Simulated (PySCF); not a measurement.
**Si₅H₁₂O: electronic excitations at several levels of theory**

Aim: compute the electronic excitations of Si₅H₁₂O (`[SiH3]O[Si@@H]([SiH3])[SiH2][SiH3]`) at several levels, and see how far they spread and what each costs.

Computed with PySCF 2.14.0, with density-fitted response routines of our own, on a single molecule in the gas phase. Atoms are numbered from 0 throughout.

## 1. Starting geometry

18 atoms, charge 0, multiplicity 1; geometry from: GFN2-xTB.

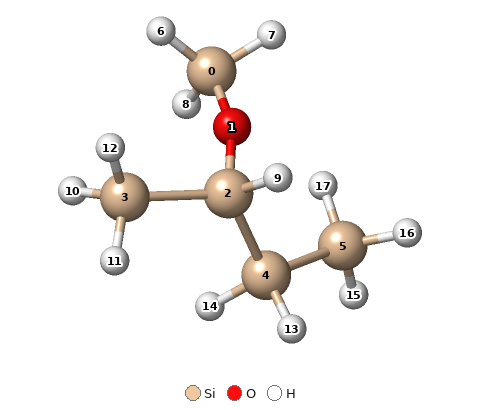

The starting geometry (silicon light orange, oxygen red, hydrogen white), atoms numbered.

## 2. Geometry optimisation at PBE0-D3(BJ)/def2-SVP

Job settings and geometry (Å):

```
{"job": {"xc": "PBE0", "basis": "def2-SVP", "d3": "d3bj", "grid": 1, "kind": "geom"}, "charge": 0, "multiplicity": 1}
Si    -1.364786     2.174819     0.131539
O     -0.839783     0.748634     0.660797
Si    -0.488545    -0.856547     0.686048
Si    -2.345360    -1.973195    -0.133554
Si     1.580641    -0.995123    -0.359866
Si     3.006333     0.821053    -0.139306
H     -2.826297     2.147631     0.169301
H     -0.794587     3.155654     1.049461
H     -0.876268     2.344268    -1.238556
H     -0.354700    -1.070275     2.144101
H     -2.790574    -1.455398    -1.434961
H     -2.022490    -3.389955    -0.342422
H     -3.541895    -1.952116     0.718959
H      2.244539    -2.228073     0.107293
H      1.376083    -1.277394    -1.797034
H      4.154271     0.813930    -1.055354
H      3.577818     0.917673     1.208670
H      2.296840     2.080733    -0.386772
```

Output:

```text
step   0  E = -1528.74192730  max force = 0.013668
step   1  E = -1528.75485618  max force = 0.013848
step   2  E = -1528.75648014  max force = 0.007638
step   3  E = -1528.75704461  max force = 0.002753
step   4  E = -1528.75720498  max force = 0.002752
step   5  E = -1528.75746930  max force = 0.003794
step   6  E = -1528.75768371  max force = 0.003875
step   7  E = -1528.75795620  max force = 0.003060
step   8  E = -1528.75816767  max force = 0.001471
step   9  E = -1528.75837888  max force = 0.001482
step  10  E = -1528.75841267  max force = 0.001175
step  11  E = -1528.75843343  max force = 0.000297
step  12  E = -1528.75843439  max force = 0.000245
optimisation converged
```

It took 3.1 min on 1 thread, shared host.

The steps of the relaxation:

```csv
step,energy from step 0 (eV),largest force component (eV/Å)
0,0.0000,0.7028
1,-0.3518,0.7121
2,-0.3960,0.3928
3,-0.4114,0.1416
4,-0.4157,0.1415
5,-0.4229,0.1951
6,-0.4288,0.1993
7,-0.4362,0.1574
8,-0.4419,0.0756
9,-0.4477,0.0762
10,-0.4486,0.0604
11,-0.4492,0.0153
12,-0.4492,0.0126
```

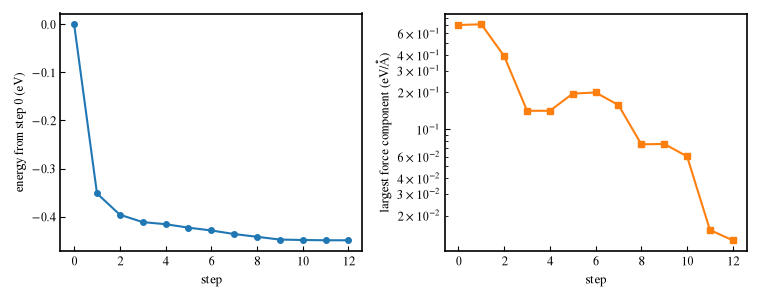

Energy and largest force along the relaxation.

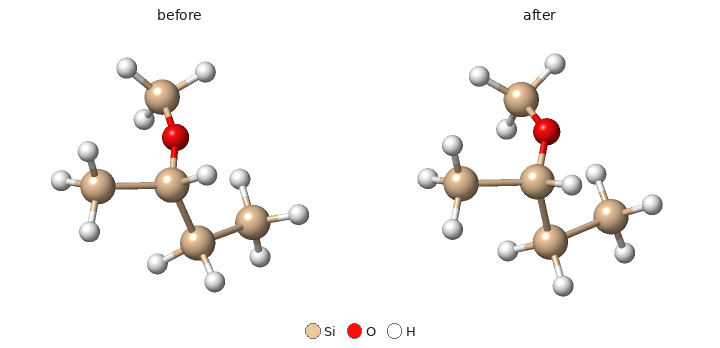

The geometry before (left) and after (right).

Close pairs (by a distance rule), those that changed most:

| bond | before (Å) | after (Å) | change (Å) |
| --- | --- | --- | --- |
| Si0–O1 | 1.609 | 1.662 | +0.052 |
| Si2–Si3 | 2.317 | 2.350 | +0.033 |
| Si0–H6 | 1.462 | 1.495 | +0.032 |
| O1–Si2 | 1.643 | 1.675 | +0.031 |
| Si0–H8 | 1.464 | 1.496 | +0.031 |
| Si2–Si4 | 2.323 | 2.352 | +0.029 |
| Si0–H7 | 1.459 | 1.488 | +0.029 |
| Si5–H17 | 1.467 | 1.495 | +0.029 |

The final coordinates are the input of the step that follows.

```
                         at the end point                value
  point group (found at 0.08 Å tolerance)                   C1
rotational constants (GHz, main isotopes)  1.334, 0.783, 0.549
                        dipole moment (D)                 0.39
```

## 3. Ultraviolet spectrum: CAM-B3LYP/def2-SVPD

Job settings and geometry (Å):

```
{"job": {"kind": "uv", "xc": "CAM-B3LYP", "basis": "def2-SVPD", "ip": true}, "charge": 0, "multiplicity": 1}
Si    -1.293761     2.083839     0.083232
O     -0.706808     0.831627     1.004444
Si    -0.397613    -0.806127     0.840166
Si    -2.265032    -1.899534    -0.075975
Si     1.492533    -1.016338    -0.543423
Si     2.870866     0.812303    -0.035907
H     -2.768271     1.931184    -0.107018
H     -1.005508     3.362064     0.789076
H     -0.638310     2.086394    -1.261287
H     -0.079194    -1.346742     2.196448
H     -2.573881    -1.292200    -1.408854
H     -1.949816    -3.349139    -0.269953
H     -3.471966    -1.771835     0.798266
H      2.198624    -2.311426    -0.286008
H      1.096984    -0.968015    -1.987766
H      4.153868     0.770620    -0.802915
H      3.178001     0.809717     1.427097
H      2.151425     2.079510    -0.371757
```

Method: TDDFT CAM-B3LYP/def2-SVPD, vertical, gas phase, core orbitals frozen in the response.

Output:

```text
coarse grid: 16648 points
cycle   1  E = -1529.1315804134  dE = -1.986e-01  |g| = 7.347e-01  |ddm| = 4.790e+00
cycle   2  E = -1529.0050189875  dE =  1.266e-01  |g| = 1.116e+00  |ddm| = 2.123e+00
cycle   3  E = -1529.2425143812  dE = -2.375e-01  |g| = 5.658e-02  |ddm| = 1.225e+00
cycle   4  E = -1529.2434476885  dE = -9.333e-04  |g| = 1.961e-02  |ddm| = 1.903e-01
cycle   5  E = -1529.2435880900  dE = -1.404e-04  |g| = 3.084e-03  |ddm| = 5.457e-02
cycle   6  E = -1529.2435921316  dE = -4.042e-06  |g| = 7.791e-04  |ddm| = 9.450e-03
final grid: 135304 points
cycle   7  E = -1529.4446150263  dE = -7.026e-06  |g| = 8.127e-04  |ddm| = 3.552e-02
cycle   8  E = -1529.4446151142  dE = -8.792e-08  |g| = 8.075e-04  |ddm| = 4.655e-03
cycle   9  E = -1529.4446152399  dE = -1.257e-07  |g| = 1.916e-04  |ddm| = 1.073e-03
cycle  10  E = -1529.4446152478  dE = -7.896e-09  |g| = 5.484e-05  |ddm| = 3.999e-04
cycle  11  E = -1529.4446152489  dE = -1.062e-09  |g| = 8.542e-06  |ddm| = 1.611e-04
cycle  12  E = -1529.4446152490  dE = -5.048e-11  |g| = 2.607e-06  |ddm| = 3.091e-05
converged SCF energy = -1529.4446152490

Static polarisability (au): isotropic 149.729, principal 124.426 142.697 182.063

Singlet excitations
state   eV       nm        f      main configurations
  1   5.5106    225.0   0.05542   H->L 0.91
  2   6.3400    195.6   0.21339   H->L+1 0.68, H->L+5 0.09, H->L+3 0.09
  3   6.5381    189.6   0.01301   H-1->L 0.91
  4   6.6976    185.1   0.12672   H->L+2 0.37, H->L+3 0.26, H->L+4 0.14
  5   6.8080    182.1   0.06515   H->L+3 0.42, H->L+2 0.42
  6   7.0402    176.1   0.11147   H-2->L 0.65, H->L+3 0.08
  7   7.0978    174.7   0.03802   H->L+4 0.33, H->L+6 0.23, H->L+2 0.10
  8   7.2579    170.8   0.04915   H->L+5 0.47, H->L+4 0.11
  9   7.3149    169.5   0.05321   H->L+6 0.26, H->L+5 0.14, H->L+7 0.11
 10   7.4996    165.3   0.17592   H-1->L+1 0.25, H->L+8 0.24, H->L+6 0.09

Triplet excitations (Tamm-Dancoff, eV): 4.9437 5.6335 5.9050 6.1047
Vertical ionisation energy (delta-SCF) = 9.1147 eV
```

It took 3 min on 1 thread, shared host.

The orbitals next to the gap, with their largest atomic shares:

```csv
orbital,eV,atoms
HOMO−3,-10.76,"Si0 24 %, H6 16 %, O1 14 %"
HOMO−2,-9.86,"Si4 30 %, Si5 25 %, O1 10 %"
HOMO−1,-9.71,"Si2 23 %, O1 21 %, H9 15 %"
HOMO,-8.60,"Si2 23 %, Si4 22 %, Si3 16 %"
LUMO,0.08,"Si2 22 %, Si4 13 %, Si3 12 %"
LUMO+1,0.72,"Si3 18 %, Si4 16 %, Si2 14 %"
LUMO+2,0.96,"Si5 20 %, Si4 20 %, Si2 13 %"
```

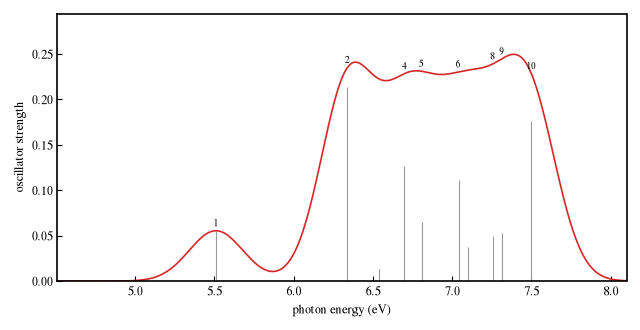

Absorption spectrum from the 10 singlet states computed; above the last one it falls off for lack of states. Lines are broadened to a width of 0.40 eV (Gaussian).

Ground-state properties from the same run:

```
           property  computed
  dipole moment (D)      0.40
polarisability (Å³)     22.19
 HOMO–LUMO gap (eV)      8.68
      −ε(HOMO) (eV)      8.60
```

## 4. Ultraviolet spectrum: wB97X-D/def2-SVPD

Settings changed since step 3:

```diff
@@ -1,2 +1,2 @@
-{"job": {"kind": "uv", "xc": "CAM-B3LYP", "basis": "def2-SVPD", "ip": true}, "charge": 0, "multiplicity": 1}
+{"job": {"kind": "uv", "xc": "wB97X-D", "basis": "def2-SVPD", "ip": true}, "charge": 0, "multiplicity": 1}
 Si    -1.293761     2.083839     0.083232
```

Method: TDDFT wB97X-D/def2-SVPD, vertical, gas phase, core orbitals frozen in the response.

Output:

```text
coarse grid: 16648 points
cycle   1  E = -1529.0953873798  dE = -2.345e-01  |g| = 7.282e-01  |ddm| = 4.707e+00
cycle   2  E = -1529.0180295084  dE =  7.736e-02  |g| = 9.979e-01  |ddm| = 1.996e+00
cycle   3  E = -1529.2074577346  dE = -1.894e-01  |g| = 5.025e-02  |ddm| = 1.077e+00
cycle   4  E = -1529.2083879613  dE = -9.302e-04  |g| = 1.679e-02  |ddm| = 2.038e-01
cycle   5  E = -1529.2084990682  dE = -1.111e-04  |g| = 2.904e-03  |ddm| = 6.301e-02
cycle   6  E = -1529.2085040156  dE = -4.947e-06  |g| = 9.221e-04  |ddm| = 1.470e-02
final grid: 135304 points
cycle   7  E = -1529.4153232165  dE = -5.900e-05  |g| = 2.693e-03  |ddm| = 1.245e-01
cycle   8  E = -1529.4153250693  dE = -1.853e-06  |g| = 1.431e-03  |ddm| = 1.622e-02
cycle   9  E = -1529.4153254261  dE = -3.568e-07  |g| = 8.036e-04  |ddm| = 2.636e-03
cycle  10  E = -1529.4153255569  dE = -1.308e-07  |g| = 1.635e-04  |ddm| = 1.487e-03
cycle  11  E = -1529.4153255678  dE = -1.087e-08  |g| = 3.472e-05  |ddm| = 5.860e-04
cycle  12  E = -1529.4153255686  dE = -7.685e-10  |g| = 8.102e-06  |ddm| = 1.259e-04
converged SCF energy = -1529.4153255686

Static polarisability (au): isotropic 149.837, principal 124.414 142.971 182.125

Singlet excitations
state   eV       nm        f      main configurations
  1   5.5093    225.0   0.05043   H->L 0.90
  2   6.3327    195.8   0.19344   H->L+1 0.71
  3   6.5090    190.5   0.01269   H-1->L 0.91
  4   6.7208    184.5   0.14378   H->L+3 0.40, H->L+2 0.33, H->L+1 0.08
  5   6.8713    180.4   0.04588   H->L+2 0.49, H->L+3 0.33, H-2->L 0.09
  6   7.0485    175.9   0.13921   H-2->L 0.68
  7   7.2123    171.9   0.01236   H->L+4 0.41, H->L+6 0.16, H->L+5 0.09
  8   7.3415    168.9   0.02421   H->L+5 0.23, H->L+4 0.17, H->L+7 0.14
  9   7.4121    167.3   0.04526   H->L+5 0.26, H->L+6 0.19, H-3->L 0.15
 10   7.5372    164.5   0.12213   H-1->L+1 0.45, H->L+6 0.18

Triplet excitations (Tamm-Dancoff, eV): 4.9756 5.6520 5.9253 6.1484
Vertical ionisation energy (delta-SCF) = 9.0953 eV
```

Run time: 2.8 min. Hardware: 1 thread, shared host.

This run: HOMO -9.14 eV, LUMO 0.71 eV; lowest singlet 5.51 eV.

(Part 1 of 2 ends here.)
